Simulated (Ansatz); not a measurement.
## Fields on a plane of YAlGe (space group Cmcm)

```
YAlGe
1.0
    2.01318    -5.15994     0.00000
    2.01318     5.15994     0.00000
    0.00000     0.00000     5.72233
Y Al Ge
2 2 2
Direct
  0.30923   0.69077   0.75000
  0.69077   0.30923   0.25000
  0.00000   0.00000   0.00000
  0.00000   0.00000   0.50000
  0.39477   0.60523   0.25000
  0.60523   0.39477   0.75000
```

The slice is a (001) plane (indices of the conventional cell) through the point (0.691, 0.309, 0.250) (fractional), spanned by u = [110] and v = [1 -1 0] in vectors of this cell: u (4.03 Å) and v (10.32 Å, at 90° to u). It covers one period; positions are fractions (u, v).

Atoms on it: Y at (0.00, 0.00); Y at (0.50, 0.50); Ge at (0.00, 0.70); Ge at (0.50, 0.20).

All values below come from PBEsol (plane waves to 420 eV, PAW, scalar-relativistic; Ansatz, a program for electronic structure). k mesh 12×12×8. Near the nuclei the fields are pseudised (PAW); where an atom keeps semicore shells as valence, they peak there. YAlGe is run without spin polarisation. YAlGe was relaxed with its symmetry unable to fall.

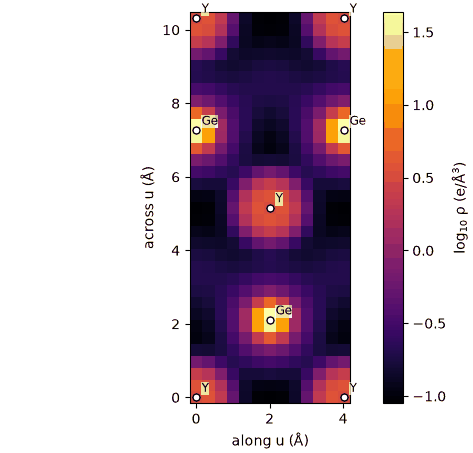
*Log₁₀ of the valence density in e/Å³, one period of the plane, atoms marked. The scale is logarithmic, as a density can span decades between atoms and voids.*

```
|xx@- .-. -@x|
|@@#. =+= .#@|
|+=. -*#*- .=|
|  .:+#%#+:. |
|===+*###*+==|
|+***********|
|-=+*+===+*+=|
|x.-++-:-++-.|
|xx:==:.:==:x|
|xx:==:.:==:x|
|x.=+-   -+=.|
|==+=.   .=+=|
|**+..=*=..+*|
|*+..*@@@*..+|
|-. -@xxx@- .|
|:  +@xxx@+  |
|-. -@xxx@- .|
|+= .#@@@#. =|
|#*- .=+=. -*|
|%#+:.   .:+#|
|##*+=====+*#|
|******+*****|
|==+*+=-=+*+=|
|:-++-.x.-++-|
|.:==:xxx:==:|
|.:==:xxx:==:|
|  -+=.x.=+- |
|  .=+===+=. |
|*=..+***+..=|
|@@*..+*+..*@|
|xx@- .-. -@x|
|xx@+  :  +@x|
```
Scale: ten equal steps from 0.08 (start of ' ') to 0.86 (end of '@'), in the order ' .:-=+*#%@'. Values: electron localisation function (ELF). The map has 12 points along u (one character each, u = 0 at the left) and 32 along v (v = 0 in the bottom row). Points within 0.5 Å of a nucleus are blanked (x), as the pseudised field means little there.
